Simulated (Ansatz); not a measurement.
Band structure of In2Ni3S2 (R-3m, 7 atoms in the cell).

```
In2Ni3S2
1.0
    2.73482     1.57895     4.57088
   -2.73482     1.57895     4.57088
    0.00000    -3.15790     4.57088
In Ni S
2 3 2
Direct
  0.50000   0.50000   0.50000
  0.00000   0.00000   0.00000
  0.50000   0.00000   0.00000
  0.00000   0.50000   0.00000
  0.00000   0.00000   0.50000
  0.72308   0.72308   0.72308
  0.27692   0.27692   0.27692
```

Computed with LDA (PW92), PAW files made with PBE (plane waves; Ansatz, a program for electronic structure).

Settings: basis.ecutwfc = 30.9 Ry; kpoints.mp_grid.grid = 5 5 5; hamiltonian.xc = lda; hamiltonian.pseudopotentials = {kind: paw} (an earlier, softer set of the program's PAW files); scf.occupations.method = fermi_dirac; scf.occupations.width = 0.01 Ry; kpoints.band_path.path = [[0.0, 0.0, 0.0], [0.5, 0.0, 0.0], [0.5, 0.2462175, -0.2462175]]; kpoints.band_path.npoints = 8.

The starting cell comes from a database of computed structures (which also holds hypothetical and non-ambient phases and stackings), without a prior relaxation at this level. Its lattice was rescaled by a random factor within 2.5 % of one. Spin polarisation is off, so a magnetic state, if there is one, cannot be reached.

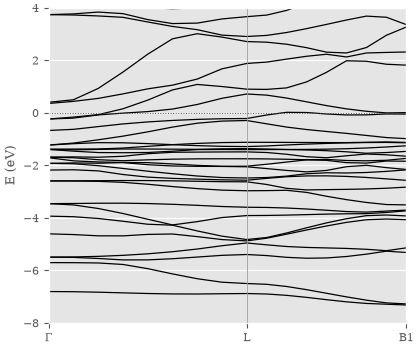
Bands along the path, energies from the Fermi level.

Levels in eV from the Fermi level, bands 43 to 50:
```
point     43     44     45     46     47     48    49    50
-----  -----  -----  -----  -----  -----  -----  ----  ----
Γ      -1.38  -1.23  -1.23  -0.67  -0.24  -0.24  0.36  0.40
L      -1.28  -1.12  -0.29  -0.22   0.72   0.90  1.88  2.71
B1     -1.14  -1.13  -0.98  -0.05   0.01   1.81  2.32  3.26
```

Bands cross the Fermi level along this path, so the cell is metallic at this level.

Keys are those of Ansatz 0.2.
